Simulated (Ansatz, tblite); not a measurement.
**Si19H28 ring sphere (Si19H26O): spin states and exact exchange**

Aim: set other spin states of Si19H28 ring sphere (Si19H26O) against its singlet, on many levels of theory.

Computed with Ansatz 0.2.0, Gaussian basis. Level: as each input shows.

Plan: triplet, at the geometry of the singlet (GFN1-xTB, GFN2-xTB, PBE0-D4/def2-TZVP, PBE-D4/def2-TZVP); the singlet's energies come from earlier runs.

## Step 1: The geometry

The singlet was relaxed beforehand with PBE-D4/def2-SVP.

46 atoms, charge 0, spin multiplicity 1.

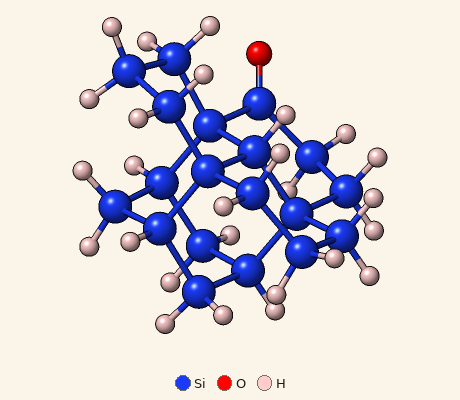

The geometry (silicon blue, oxygen red, hydrogen pink).

## Step 2: Triplet at the fixed geometry, GFN1-xTB

Tight binding, by tblite at 300 K electronic temperature and without a spin-polarisation term:

```python
tblite.interface.Calculator('GFN1-xTB', numbers, positions, charge=0, uhf=2).singlepoint()
```

Energy -1461.1217 eV; 0.37 s.

## Step 3: Triplet at the fixed geometry, GFN2-xTB

Tight binding, by tblite at 300 K electronic temperature and without a spin-polarisation term:

```python
tblite.interface.Calculator('GFN2-xTB', numbers, positions, charge=0, uhf=2).singlepoint()
```

Energy -1356.6256 eV; 0.55 s.

## Step 4: Triplet at the fixed geometry, PBE0-D4/def2-TZVP

in.yaml reads:

```yaml
crystal:
  periodic: [false, false, false]
  atoms:
    - {symbol: Si, position_ang: [-3.462916, -0.768970, -1.826152]}
    - {symbol: Si, position_ang: [-3.429505, 1.902477, 0.856326]}
    - {symbol: Si, position_ang: [-0.697811, -3.498231, -1.828713]}
    - {symbol: Si, position_ang: [-0.657877, -0.712081, 0.767981]}
    - {symbol: Si, position_ang: [1.957006, -3.510893, 0.814474]}
    - {symbol: Si, position_ang: [2.055647, -0.722668, -1.929347]}
    - {symbol: Si, position_ang: [1.932770, -0.734064, 3.502000]}
    - {symbol: Si, position_ang: [-0.697722, 1.971157, -1.947624]}
    - {symbol: Si, position_ang: [2.027018, 2.029033, 0.757335]}
    - {symbol: Si, position_ang: [-0.698313, 1.870147, 3.628798]}
    - {symbol: Si, position_ang: [-2.291695, -2.346674, -3.127549]}
    - {symbol: Si, position_ang: [-2.047656, 0.631771, -0.568453]}
    - {symbol: Si, position_ang: [-2.263842, 3.185336, 2.456670]}
    - {symbol: Si, position_ang: [0.757861, 0.694870, -3.293649]}
    - {symbol: Si, position_ang: [0.702489, -2.078982, -0.573051]}
    - {symbol: Si, position_ang: [0.662547, 0.688933, 2.120786]}
    - {symbol: Si, position_ang: [3.255441, -2.401123, 2.447155]}
    - {symbol: Si, position_ang: [3.401860, 0.695881, -0.615386]}
    - {symbol: Si, position_ang: [0.726815, 3.362176, -0.687192]}
    - {symbol: O, position_ang: [1.761069, -0.634988, 5.055205]}
    - {symbol: H, position_ang: [-4.357876, 0.069492, -2.705484]}
    - {symbol: H, position_ang: [-4.336349, -1.519927, -0.850802]}
    - {symbol: H, position_ang: [-4.310068, 0.921335, 1.592207]}
    - {symbol: H, position_ang: [-4.320945, 2.790043, 0.022408]}
    - {symbol: H, position_ang: [-1.436984, -4.372137, -0.844573]}
    - {symbol: H, position_ang: [0.145107, -4.393001, -2.703706]}
    - {symbol: H, position_ang: [-1.510142, -1.582895, 1.661250]}
    - {symbol: H, position_ang: [0.974122, -4.385626, 1.554332]}
    - {symbol: H, position_ang: [2.838250, -4.403829, -0.024516]}
    - {symbol: H, position_ang: [2.932052, -1.602741, -2.788959]}
    - {symbol: H, position_ang: [-1.584869, 2.819584, -2.828041]}
    - {symbol: H, position_ang: [2.882000, 2.903288, 1.643227]}
    - {symbol: H, position_ang: [-1.438554, 0.855673, 4.459575]}
    - {symbol: H, position_ang: [0.155922, 2.728128, 4.523712]}
    - {symbol: H, position_ang: [-3.270613, -3.346028, -3.699320]}
    - {symbol: H, position_ang: [-1.609679, -1.656635, -4.279722]}
    - {symbol: H, position_ang: [-3.266537, 3.774156, 3.421676]}
    - {symbol: H, position_ang: [-1.560107, 4.327314, 1.770368]}
    - {symbol: H, position_ang: [0.010362, -0.089358, -4.340626]}
    - {symbol: H, position_ang: [1.693889, 1.648472, -4.000624]}
    - {symbol: H, position_ang: [4.431690, -1.723071, 1.790985]}
    - {symbol: H, position_ang: [3.757175, -3.368336, 3.488539]}
    - {symbol: H, position_ang: [4.380183, -0.095447, 0.214177]}
    - {symbol: H, position_ang: [4.188086, 1.603280, -1.531086]}
    - {symbol: H, position_ang: [-0.041721, 4.403258, 0.084135]}
    - {symbol: H, position_ang: [1.662421, 4.071943, -1.638734]}
basis:
  gaussian: {orbitals: def2-TZVP, fitting: {mean_field: def2-universal-jkfit}}
magnetization: {spin_polarized: true, initial_magnetization: 2}
hamiltonian: {xc: pbe0, dispersion: d4}
scf: {omitted_lower_state_checks: [starts]}
output: {orbitals: {seedname: orbitals}}
```

Run with:

```
> ansatz run in.yaml --threads 2 --pin off --events-out ev --progress --plain --max-ram 22528MiB --backend cuda --devices 0, --max-vram 18GiB
```

The program printed:

```text
Functional definition: PBE0
  name "PBE0"
  cite "Adamo & Barone, J. Chem. Phys. 110, 6158 (1999) doi:10.1063/1.478522"
  cite "Perdew, Burke & Ernzerhof, Phys. Rev. Lett. 77, 3865 (1996) doi:10.1103/PhysRevLett.77.3865"
  parent pbe
  parameter a = 0.25
  parameter kappa = 0.804
  parameter beta = 0.06672455060314922
  exchange = (1 - a)*pbe_x(kappa = kappa, mu = beta*pi^2/3) + a*exact_x
  correlation = pbe_c(beta = beta)
these checks for a lower state are left out or cut short: starts
2977 factors; integrals over basis functions are off by at most 8.8e-1 eV
mean field evaluation 1: about -152078.6043 eV, gradient 4.8e1 eV
mean field evaluation 2: about -151874.4168 eV, gradient 1.4e2 eV
mean field evaluation 4: about -152082.2606 eV, gradient 3.0e1 eV
mean field evaluation 8: about -152088.6832 eV, gradient 1.8e0 eV
mean field evaluation 16: about -152088.6966 eV, gradient 1.8e-2 eV
mean field evaluation 32: about -152088.6966 eV, gradient 1.9e-5 eV
mean field -152088.69658465 eV, -5589.1565100648 hartree, gradient 1.9e-5 eV, S^2 2.015673; 0 other end points of the search recorded, 0 dependent functions left out
reference -152088.69666701 eV, -5589.1565130916 hartree; 151, 149 occupied and 739, 741 virtual orbitals, 2977 factors
Total energy: -152091.56662009 eV, -5589.2619819218 hartree
Checks for a lower state left out: starts
```

Run time: 18 s. Hardware: 1 × H100 (card shared with other runs) with 2 threads of AMD EPYC 7R13, shared host; peak host memory 1.5 GiB.

From the report: HOMO -4.57 eV, LUMO -5.00 eV (over both spins; with the spin held, an empty level of the minority spin lies below the top filled one); ⟨S²⟩ 2.016 (pure: 2.00).

## Step 5: Triplet at the fixed geometry, PBE-D4/def2-TZVP

start.molden holds the orbitals of an earlier run on this state, given as this run's starting guess.

Edit in.yaml of step 4 so:

```diff
@@ -50,5 +50,5 @@
 basis:
-  gaussian: {orbitals: def2-TZVP, fitting: {mean_field: def2-universal-jkfit}}
+  gaussian: {orbitals: def2-TZVP, fitting: {mean_field: def2-universal-jkfit}, initial_orbitals: start.molden}
 magnetization: {spin_polarized: true, initial_magnetization: 2}
-hamiltonian: {xc: pbe0, dispersion: d4}
+hamiltonian: {xc: pbe, dispersion: d4}
 scf: {omitted_lower_state_checks: [starts]}
```

Same command.

The program printed:

```text
Functional definition: PBE
  name "PBE"
  cite "Perdew, Burke & Ernzerhof, Phys. Rev. Lett. 77, 3865 (1996) doi:10.1103/PhysRevLett.77.3865"
  parent pbe
  parameter kappa = 0.804
  parameter beta = 0.06672455060314922
  exchange = pbe_x(kappa = kappa, mu = beta*pi^2/3)
  correlation = pbe_c(beta = beta)
these checks for a lower state are left out or cut short: starts
2977 factors; integrals over basis functions are off by at most 8.8e-1 eV
mean field evaluation 1: about -152073.4015 eV, gradient 1.9e1 eV
mean field evaluation 2: about -152074.0388 eV, gradient 8.7e-1 eV
mean field evaluation 4: about -152074.0587 eV, gradient 1.7e-1 eV
mean field evaluation 8: about -152074.0591 eV, gradient 1.3e-5 eV
mean field -152074.05908340 eV, -5588.6185918154 hartree, gradient 1.3e-5 eV, S^2 2.006014; 0 other end points of the search recorded, 0 dependent functions left out
reference -152074.05919179 eV, -5588.6185957986 hartree; 151, 149 occupied and 739, 741 virtual orbitals, 2977 factors
Total energy: -152077.20709581 eV, -5588.7342791378 hartree
Checks for a lower state left out: starts
```

Wall time 7.5 s (1 × H100 (card shared with other runs) with 2 threads of AMD EPYC 7R13, shared host).

Report: HOMO -3.65 eV, LUMO -5.67 eV (over both spins; with the spin held, an empty level of the minority spin lies below the top filled one); ⟨S²⟩ 2.006 (pure: 2.00).

## Step 6: Triplet less singlet, vertical

The singlet's energies are those of its earlier runs, whose logs aren't repeated here.

| level | triplet less singlet, vertical (kcal/mol) | time |
| --- | --- | --- |
| GFN1-xTB | +43.8 | 0.68 s |
| GFN2-xTB | +51.5 | 0.94 s |
| PBE-D4/def2-TZVP | +49.9 | 13 s |
| PBE0-D4/def2-TZVP | +52.5 | 26 s |

Times add the two runs; a level without a time comes out of a correlated run. Tight binding without a spin term can't rank spin states.

## Step 7: Results

| quantity | value |
| --- | --- |
| triplet less singlet, vertical, functionals in def2-TZVP | +49.9 (PBE-D4) to +52.5 kcal/mol (PBE0-D4) |

**Reading.** All functionals put the triplet above the singlet, over a spread of 2.7 kcal/mol. The checks for a lower triplet were left out, so another state of that spin may lie lower. These are electronic energies, without zero-point motion, entropy or surroundings.
